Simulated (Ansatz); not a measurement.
# Si2H4 (triplet): wave-function methods side by side at distance Si1–H5 along a hydrogen transfer = 1.550 Å, cc-pVDZ

Aim: climb from Hartree-Fock through coupled cluster and multireference methods for Si2H4 (triplet) at one geometry and basis, and see what each rung misses.

Method: cc-pVDZ, correlated electrons: outside noble gas; program: Ansatz 0.2.0, Gaussian basis.

To be run: UHF; CCSD(T) on ROHF; CCSD(T) on UHF; BCCD(T) on ROHF; CISD; CCSDT(Q) on ROHF; CCSDT(Q) on UHF; CASSCF and MRCISD+Q, 4 electrons in 4 orbitals; CASSCF and NEVPT2, 4 electrons in 4 orbitals.

## Step 1: The system

The geometry derives from fragments relaxed apart (PBE0/def2-TZVP) and kept rigid, so it is no stationary point. A hydrogen atom is moved between rigid fragments.

6 atoms, charge 0, spin multiplicity 3.

Atoms are counted from 1 here; the program's logs count them from 0.

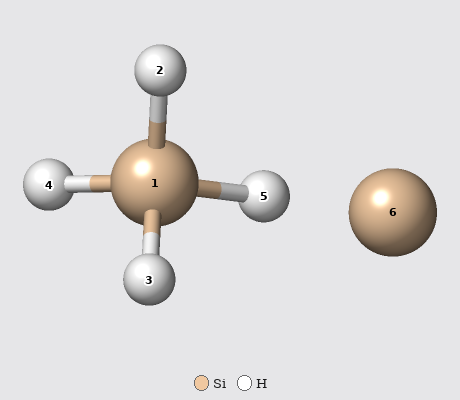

The geometry (silicon light orange, hydrogen white); atoms are numbered from 1 in the order of the file.

In the tables R marks a restricted open-shell determinant and U an unrestricted one; 'pair' is the active space of 4 electrons in 4 orbitals; correlation energies count from the lowest restricted Hartree-Fock solution.

## Step 2: UHF

File in.yaml:

```yaml
crystal:
  periodic: [false, false, false]
  atoms:
    - {symbol: Si, position_ang: [-1.577449, 0.000000, 0.000000]}
    - {symbol: H, position_ang: [-2.072321, 1.399708, 0.000000]}
    - {symbol: H, position_ang: [-2.072321, -0.699854, 1.212183]}
    - {symbol: H, position_ang: [-2.072321, -0.699854, -1.212182]}
    - {symbol: H, position_ang: [-0.027449, 0.000000, 0.000000]}
    - {symbol: Si, position_ang: [1.801551, 0.000000, 0.000000]}
basis:
  gaussian: {orbitals: cc-pVDZ}
magnetization: {spin_polarized: true, initial_magnetization: 2}
hamiltonian: {xc: hf}
output: {orbitals: {seedname: orbitals}}
```

Command:

```sh
$ ansatz run in.yaml --threads 1 --pin off --events-out ev --progress --plain --max-ram 2393MiB
```

The log of the run:

```text
Functional definition: HF
  name "HF"
  cite "Fock, Z. Phys. 61, 126 (1930) doi:10.1007/BF01340294"
  parent pbe
  exchange = exact_x
  correlation = 0
540 factors; integrals over basis functions are off by at most 1.7e-3 eV
mean field evaluation 1: about -15783.8465 eV, gradient 8.7e0 eV
mean field evaluation 2: about -15783.8485 eV, gradient 8.7e0 eV
mean field evaluation 4: about -15784.9347 eV, gradient 6.7e-1 eV
mean field evaluation 8: about -15784.9475 eV, gradient 2.2e-2 eV
mean field evaluation 16: about -15784.8199 eV, gradient 8.2e-1 eV
mean field evaluation 32: about -15784.5696 eV, gradient 1.2e0 eV
mean field -15784.94754312 eV, -580.0861227879 hartree, gradient 2.1e-5 eV, S^2 2.026390; 0 other end points of the search recorded, 0 dependent functions left out
reference -15784.94754312 eV, -580.0861227879 hartree; 17, 15 occupied and 39, 41 virtual orbitals, 540 factors
Total energy: -15784.94754312 eV, -580.0861227879 hartree
```

It took 1 s on 1 thread of Arm Neoverse V2, shared host.

From the report: ⟨S²⟩ of the determinant 2.026 (pure triplet: 2.00).

## Step 3: CCSD(T) on ROHF

in.yaml, as its differences from that of step 2:

```diff
@@ -11,4 +11,3 @@
   gaussian: {orbitals: cc-pVDZ}
-magnetization: {spin_polarized: true, initial_magnetization: 2}
-hamiltonian: {xc: hf}
-output: {orbitals: {seedname: orbitals}}
+magnetization: {spin_polarized: false, initial_magnetization: 2}
+correlation: {method: ccsd_t, electrons: outside_noble_gas}
```

The command is unchanged.

The log of the run, shortened:

```text
Functional definition: HF
  name "HF"
  cite "Fock, Z. Phys. 61, 126 (1930) doi:10.1007/BF01340294"
  parent pbe
[...]
540 factors; integrals over basis functions are off by at most 1.7e-3 eV
[...]
mean field -15784.81997382 eV, -580.0814347026 hartree, gradient 2.0e-6 eV, S^2 2.000000; 4 other end points of the search recorded, 0 dependent functions left out
[...]
determinant -15784.81997382 eV, -580.0814347026 hartree, with singles and doubles -15790.86510809 eV, -580.3035892895 hartree
determinant -15783.64989748 eV, -580.0384351903 hartree, with singles and doubles -15789.84926142 eV, -580.2662576128 hartree
10 core orbitals not correlated: weight in the atoms' cores, before any rotation towards them, 1.000 or more for the frozen orbitals, at most 0.000 for the correlated occupied ones
reference -15784.81997382 eV, -580.0814347026 hartree; 7, 5 occupied and 39, 41 virtual orbitals, 540 factors
second order -4.67487630 eV of doubles, -0.06815379 eV of singles
cycle   1  -6.04496676 eV  change    1.7e-4 eV  update   2.9e-4
[...]
cycle   6  -6.04492539 eV  change    1.0e-6 eV  update   7.0e-6
perturbative correction -0.13202744 eV, -0.0048519190 hartree
Total energy: -15790.99692665 eV, -580.3084335323 hartree
```

Run time: 2.7 s. Hardware: 1 thread of Arm Neoverse V2, shared host.

From the report: correlation -6.1770 eV; T1 0.018; largest double amplitude 0.07.

## Step 4: CCSD(T) on UHF

in.yaml, as its differences from that of step 3:

```diff
@@ -11,3 +11,3 @@
   gaussian: {orbitals: cc-pVDZ}
-magnetization: {spin_polarized: false, initial_magnetization: 2}
+magnetization: {spin_polarized: true, initial_magnetization: 2}
 correlation: {method: ccsd_t, electrons: outside_noble_gas}
```

The command is unchanged.

The log of the run, shortened:

```text
Functional definition: HF
  name "HF"
  cite "Fock, Z. Phys. 61, 126 (1930) doi:10.1007/BF01340294"
  parent pbe
[...]
540 factors; integrals over basis functions are off by at most 1.7e-3 eV
[...]
mean field -15784.94754312 eV, -580.0861227879 hartree, gradient 1.1e-6 eV, S^2 2.026390; 3 other end points of the search recorded, 0 dependent functions left out
determinant -15784.94754312 eV, -580.0861227879 hartree, with singles and doubles -15790.86725599 eV, -580.3036682233 hartree
determinant -15783.79165555 eV, -580.0436447033 hartree, with singles and doubles -15789.85350442 eV, -580.2664135404 hartree
10 core orbitals not correlated: weight in the atoms' cores, before any rotation towards them, 1.000 or more for the frozen orbitals, at most 0.000 for the correlated occupied ones
reference -15784.94754312 eV, -580.0861227879 hartree; 7, 5 occupied and 39, 41 virtual orbitals, 540 factors
second order -4.60562239 eV of doubles, -0.00000000 eV of singles
cycle   1  -5.91980141 eV  change   -8.9e-5 eV  update   1.0e-3
[...]
cycle   7  -5.92018888 eV  change   -8.1e-6 eV  update   3.6e-6
perturbative correction -0.12963906 eV, -0.0047641477 hartree
Total energy: -15790.99737107 eV, -580.3084498643 hartree
```

It took 2.4 s on 1 thread of Arm Neoverse V2, shared host.

From the report: ⟨S²⟩ of the determinant 2.026 (pure triplet: 2.00); correlation -6.0498 eV; T1 0.017; largest double amplitude 0.07.

## Step 5: BCCD(T) on ROHF

in.yaml, as its differences from that of step 4:

```diff
@@ -11,3 +11,3 @@
   gaussian: {orbitals: cc-pVDZ}
-magnetization: {spin_polarized: true, initial_magnetization: 2}
-correlation: {method: ccsd_t, electrons: outside_noble_gas}
+magnetization: {spin_polarized: false, initial_magnetization: 2}
+correlation: {method: bccd_t, electrons: outside_noble_gas}
```

The command is unchanged.

The log of the run, shortened:

```text
Functional definition: HF
  name "HF"
  cite "Fock, Z. Phys. 61, 126 (1930) doi:10.1007/BF01340294"
  parent pbe
[...]
540 factors; integrals over basis functions are off by at most 1.7e-3 eV
[...]
mean field -15784.81997382 eV, -580.0814347026 hartree, gradient 2.0e-6 eV, S^2 2.000000; 4 other end points of the search recorded, 0 dependent functions left out
[...]
determinant -15784.81997382 eV, -580.0814347026 hartree, with singles and doubles -15790.86510809 eV, -580.3035892895 hartree
determinant -15783.64989748 eV, -580.0384351903 hartree, with singles and doubles -15789.84926142 eV, -580.2662576128 hartree
10 core orbitals not correlated: weight in the atoms' cores, before any rotation towards them, 1.000 or more for the frozen orbitals, at most 0.000 for the correlated occupied ones
reference -15784.81997382 eV, -580.0814347026 hartree; 7, 5 occupied and 39, 41 virtual orbitals, 540 factors
second order -4.67487630 eV of doubles, -0.06815379 eV of singles
cycle   1  -6.04432372 eV  change    8.1e-4 eV  update   3.0e-3
[...]
cycle   6  -6.04193026 eV  change    4.8e-6 eV  update   1.5e-5
perturbative correction -0.13567637 eV, -0.0049860145 hartree
Total energy: -15790.99758045 eV, -580.3084575589 hartree
```

It took 2.8 s on 1 thread of Arm Neoverse V2, shared host.

From the report: correlation -6.1776 eV; largest double amplitude 0.07.

## Step 6: CISD

in.yaml, as its differences from that of step 5:

```diff
@@ -12,2 +12,2 @@
 magnetization: {spin_polarized: false, initial_magnetization: 2}
-correlation: {method: bccd_t, electrons: outside_noble_gas}
+correlation: {active_space: {ras: {orbitals: [5, 2, 39], electrons: 12, max_holes: 2, max_particles: 2}, fixed_orbitals: true}}
```

Launched as before.

The log of the run:

```text
Functional definition: HF
  name "HF"
  cite "Fock, Z. Phys. 61, 126 (1930) doi:10.1007/BF01340294"
  parent pbe
  exchange = exact_x
  correlation = 0
540 factors; integrals over basis functions are off by at most 1.7e-3 eV
mean field evaluation 1: about -15783.8179 eV, gradient 1.1e1 eV
mean field evaluation 2: about -15783.8198 eV, gradient 1.1e1 eV
mean field evaluation 4: about -15784.8184 eV, gradient 5.5e-1 eV
mean field evaluation 8: about -15784.8200 eV, gradient 9.2e-5 eV
mean field evaluation 16: about -15784.8146 eV, gradient 3.2e-1 eV
mean field -15784.81997382 eV, -580.0814347026 hartree, gradient 2.0e-6 eV, S^2 2.000000; 2 other end points of the search recorded, 0 dependent functions left out
reference -15784.81997382 eV, -580.0814347026 hartree; 17, 15 occupied and 39, 41 virtual orbitals, 540 factors
state -15790.33036070 eV, -580.2839376854 hartree
Total energy: -15790.33036070 eV, -580.2839376854 hartree
```

Run time: 3.4 s. Hardware: 1 thread of Arm Neoverse V2, shared host.

From the report: 167,486 determinants.

## Step 7: CCSDT(Q) on ROHF

in.yaml, as its differences from that of step 6:

```diff
@@ -12,2 +12,2 @@
 magnetization: {spin_polarized: false, initial_magnetization: 2}
-correlation: {active_space: {ras: {orbitals: [5, 2, 39], electrons: 12, max_holes: 2, max_particles: 2}, fixed_orbitals: true}}
+correlation: {method: ccsdt_q, electrons: outside_noble_gas}
```

The command is unchanged.

The log of the run, shortened:

```text
Functional definition: HF
  name "HF"
  cite "Fock, Z. Phys. 61, 126 (1930) doi:10.1007/BF01340294"
  parent pbe
[...]
1061 factors; integrals over basis functions are off by at most 2.1e-7 eV
[...]
mean field -15784.82002625 eV, -580.0814366293 hartree, gradient 2.0e-6 eV, S^2 2.000000; 4 other end points of the search recorded, 0 dependent functions left out
[...]
determinant -15784.82002625 eV, -580.0814366293 hartree, with singles and doubles -15790.86514202 eV, -580.3035905362 hartree
determinant -15783.64994534 eV, -580.0384369490 hartree, with singles and doubles -15789.84929359 eV, -580.2662587952 hartree
10 core orbitals not correlated: weight in the atoms' cores, before any rotation towards them, 1.000 or more for the frozen orbitals, at most 0.000 for the correlated occupied ones
reference -15784.82002625 eV, -580.0814366293 hartree; 7, 5 occupied and 39, 41 virtual orbitals, 1061 factors
second order -4.67491670 eV of doubles, -0.06815388 eV of singles
cycle   1  -5.69695992 eV  change   -9.5e-1 eV  update   8.3e-2
[...]
cycle  17  -6.20912262 eV  change    9.3e-7 eV  update   3.5e-7
perturbative correction -0.00487717 eV, -0.0001792325 hartree
Total energy: -15791.03402603 eV, -580.3097969094 hartree
```

Run time: 49 s. Hardware: 1 thread of Arm Neoverse V2, shared host; peak memory 0.73 GiB.

From the report: correlation -6.2140 eV; T1 0.018; largest double amplitude 0.08.

## Step 8: CCSDT(Q) on UHF

in.yaml, as its differences from that of step 7:

```diff
@@ -11,3 +11,3 @@
   gaussian: {orbitals: cc-pVDZ}
-magnetization: {spin_polarized: false, initial_magnetization: 2}
+magnetization: {spin_polarized: true, initial_magnetization: 2}
 correlation: {method: ccsdt_q, electrons: outside_noble_gas}
```

Launched as before.

The log of the run, shortened:

```text
Functional definition: HF
  name "HF"
  cite "Fock, Z. Phys. 61, 126 (1930) doi:10.1007/BF01340294"
  parent pbe
[...]
1061 factors; integrals over basis functions are off by at most 2.1e-7 eV
[...]
mean field -15784.94759646 eV, -580.0861247481 hartree, gradient 1.1e-6 eV, S^2 2.026391; 3 other end points of the search recorded, 0 dependent functions left out
determinant -15784.94759646 eV, -580.0861247481 hartree, with singles and doubles -15790.86728991 eV, -580.3036694699 hartree
determinant -15783.79170424 eV, -580.0436464926 hartree, with singles and doubles -15789.85353639 eV, -580.2664147154 hartree
10 core orbitals not correlated: weight in the atoms' cores, before any rotation towards them, 1.000 or more for the frozen orbitals, at most 0.000 for the correlated occupied ones
reference -15784.94759646 eV, -580.0861247481 hartree; 7, 5 occupied and 39, 41 virtual orbitals, 1061 factors
second order -4.60566134 eV of doubles, -0.00000000 eV of singles
cycle   1  -5.54500331 eV  change   -9.4e-1 eV  update   8.4e-2
[...]
cycle  17  -6.08177955 eV  change    1.1e-6 eV  update   4.6e-7
perturbative correction -0.00490850 eV, -0.0001803842 hartree
Total energy: -15791.03428451 eV, -580.3098064083 hartree
```

Run time: 42 s. Hardware: 1 thread of Arm Neoverse V2, shared host; peak memory 0.58 GiB.

From the report: ⟨S²⟩ of the determinant 2.026 (pure triplet: 2.00); correlation -6.0867 eV; T1 0.017; largest double amplitude 0.08.

## Step 9: CASSCF and MRCISD+Q, 4 electrons in 4 orbitals

in.yaml, as its differences from that of step 8:

```diff
@@ -11,3 +11,3 @@
   gaussian: {orbitals: cc-pVDZ}
-magnetization: {spin_polarized: true, initial_magnetization: 2}
-correlation: {method: ccsdt_q, electrons: outside_noble_gas}
+magnetization: {spin_polarized: false, initial_magnetization: 2}
+correlation: {method: fic_mrcisd_q, electrons: outside_noble_gas, active_space: {window: {electrons: 4, orbitals: 4}}}
```

Launched as before.

The log of the run, shortened:

```text
Functional definition: HF
  name "HF"
  cite "Fock, Z. Phys. 61, 126 (1930) doi:10.1007/BF01340294"
  parent pbe
[...]
540 factors; integrals over basis functions are off by at most 1.7e-3 eV
[...]
mean field -15784.81997382 eV, -580.0814347026 hartree, gradient 2.0e-6 eV, S^2 2.000000; 2 other end points of the search recorded, 0 dependent functions left out
reference -15784.81997382 eV, -580.0814347026 hartree; 17, 15 occupied and 39, 41 virtual orbitals, 540 factors
state -15785.19046291 eV, -580.0950499256 hartree
contracted CI cycle   1: correlation 0.00000000 eV, 0.0000000000 hartree, residual 1.69e1 eV
contracted CI cycle   2: correlation -5.05880197 eV, -0.1859075433 hartree, residual 2.39e0 eV
contracted CI cycle   3: correlation -5.17539289 eV, -0.1901921806 hartree, residual 5.86e-1 eV
contracted CI cycle   4: correlation -5.18218435 eV, -0.1904417621 hartree, residual 1.62e-1 eV
contracted CI cycle   5: correlation -5.18278912 eV, -0.1904639873 hartree, residual 5.24e-2 eV
contracted CI cycle   6: correlation -5.18285546 eV, -0.1904664251 hartree, residual 1.61e-2 eV
contracted CI cycle   7: correlation -5.18286111 eV, -0.1904666326 hartree, residual 4.87e-3 eV
contracted CI cycle   8: correlation -5.18286161 eV, -0.1904666509 hartree, residual 1.44e-3 eV
state -15785.19046291 eV, -580.0950499256 hartree; corrected -15790.96217885 eV, -580.3071565741 hartree
Total energy: -15790.96217885 eV, -580.3071565741 hartree
```

Run time: 1.4 s. Hardware: 1 thread of Arm Neoverse V2, shared host.

From the report: 18 determinants; active occupations 1.96, 1.00, 1.00, 0.04.

## Step 10: CASSCF and NEVPT2, 4 electrons in 4 orbitals

in.yaml, as its differences from that of step 9:

```diff
@@ -12,2 +12,2 @@
 magnetization: {spin_polarized: false, initial_magnetization: 2}
-correlation: {method: fic_mrcisd_q, electrons: outside_noble_gas, active_space: {window: {electrons: 4, orbitals: 4}}}
+correlation: {method: sc_nevpt2, electrons: outside_noble_gas, active_space: {window: {electrons: 4, orbitals: 4}}}
```

The command is unchanged.

The log of the run:

```text
Functional definition: HF
  name "HF"
  cite "Fock, Z. Phys. 61, 126 (1930) doi:10.1007/BF01340294"
  parent pbe
  exchange = exact_x
  correlation = 0
540 factors; integrals over basis functions are off by at most 1.7e-3 eV
mean field evaluation 1: about -15783.8179 eV, gradient 1.1e1 eV
mean field evaluation 2: about -15783.8198 eV, gradient 1.1e1 eV
mean field evaluation 4: about -15784.8184 eV, gradient 5.5e-1 eV
mean field evaluation 8: about -15784.8200 eV, gradient 9.2e-5 eV
mean field evaluation 16: about -15784.8146 eV, gradient 3.2e-1 eV
mean field -15784.81997382 eV, -580.0814347026 hartree, gradient 2.0e-6 eV, S^2 2.000000; 2 other end points of the search recorded, 0 dependent functions left out
reference -15784.81997382 eV, -580.0814347026 hartree; 17, 15 occupied and 39, 41 virtual orbitals, 540 factors
state -15785.19046291 eV, -580.0950499256 hartree
state -15785.19046291 eV, -580.0950499256 hartree; corrected -15789.58334499 eV, -580.2564853646 hartree
Total energy: -15789.58334499 eV, -580.2564853646 hartree
```

It took 0.96 s on 1 thread of Arm Neoverse V2, shared host.

From the report: 18 determinants; active occupations 1.96, 1.00, 1.00, 0.04.

## Step 11: All levels against the top one

The yardstick is UCCSDT(Q), where the cluster series has nearly closed. Rows without a time come out of other runs: HF, MP2 and CCSD of CCSD(T), CCSDT of CCSDT(Q), CASSCF and MRCISD of the multireference runs.

Differences are taken before rounding.

```csv
method,energy from the lowest RHF (kJ/mol),from UCCSDT(Q) (kJ/mol),time
RHF,0.0,+599.6,
UHF,-12.3,+587.3,
RMP2,-457.6,+142.0,
UMP2,-456.7,+142.9,
CISD,-531.7,+67.9,3.4 s
RCCSD,-583.2,+16.3,
UCCSD,-583.5,+16.1,
RCCSD(T),-596.0,+3.6,2.7 s
UCCSD(T),-596.0,+3.6,2.4 s
BCCD(T),-596.0,+3.5,2.8 s
RCCSDT,-599.1,+0.5,
UCCSDT,-599.1,+0.5,
RCCSDT(Q),-599.6,0.0,49 s
UCCSDT(Q),-599.6,0,42 s
CASSCF pair,-35.7,+563.8,
NEVPT2 pair,-459.6,+140.0,0.96 s
MRCISD pair,-535.8,+63.8,
MRCISD+Q pair,-592.6,+7.0,1.4 s
```

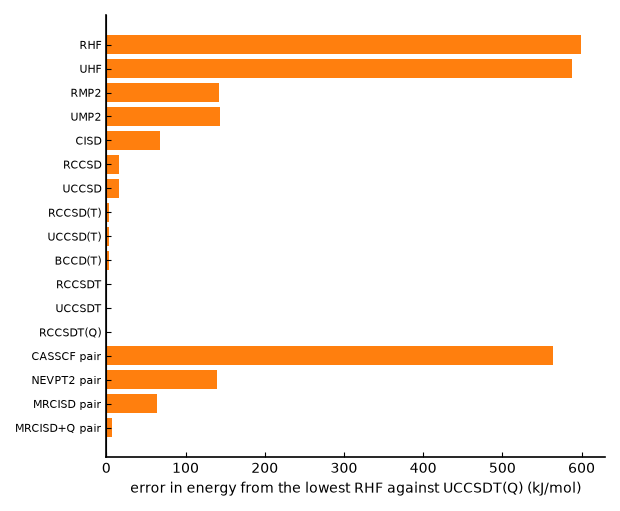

Deviations from UCCSDT(Q), method by method.

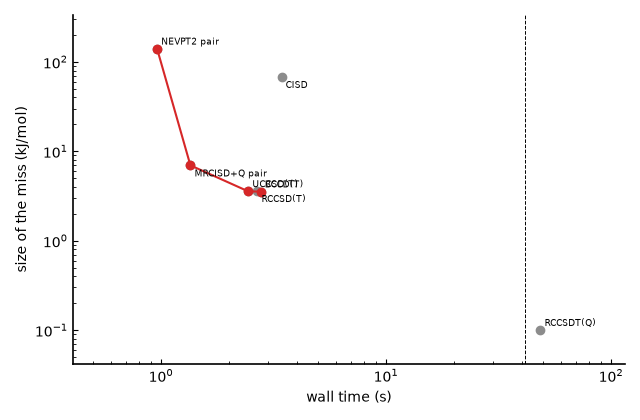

Accuracy for the time spent; red marks the levels, quicker than the yardstick, that beat every quicker one, and the dashed line is the time of UCCSDT(Q). Times are from a shared host.

## Step 12: Outcome

| quantity | value |
| --- | --- |
| correlation energy, UCCSDT(Q) | -6.2143 eV |
| RMP2 from UCCSDT(Q) | +142.0 kJ/mol |
| UMP2 from UCCSDT(Q) | +142.9 kJ/mol |
| RCCSD from UCCSDT(Q) | +16.3 kJ/mol |
| RCCSD(T) from UCCSDT(Q) | +3.6 kJ/mol |
| UCCSD(T) from UCCSDT(Q) | +3.6 kJ/mol |
| RCCSDT(Q) from UCCSDT(Q) | 0.0 kJ/mol |
| NEVPT2 pair from UCCSDT(Q) | +140.0 kJ/mol |
| MRCISD+Q pair from UCCSDT(Q) | +7.0 kJ/mol |
| levels within 1 kcal/mol (43 meV) | RCCSD(T), UCCSD(T), BCCD(T), RCCSDT, UCCSDT, RCCSDT(Q) |
| T1 diagnostic | 0.018 |

What this shows: RCCSD(T) misses by +3.6 kJ/mol, 0.6 % of the correlation energy. Of the multireference levels listed MRCISD+Q pair comes nearest (+7.0 kJ/mol). These misses are within one basis and frozen core, not against nature; frozen cores of the runs differ by up to some meV.

BCCD(T) reaches 3.5 kJ/mol from the reference in 2.8 s, where UCCSDT(Q) took 42 s; the quickest level, NEVPT2 pair, takes 0.96 s and misses by 140.0 kJ/mol.
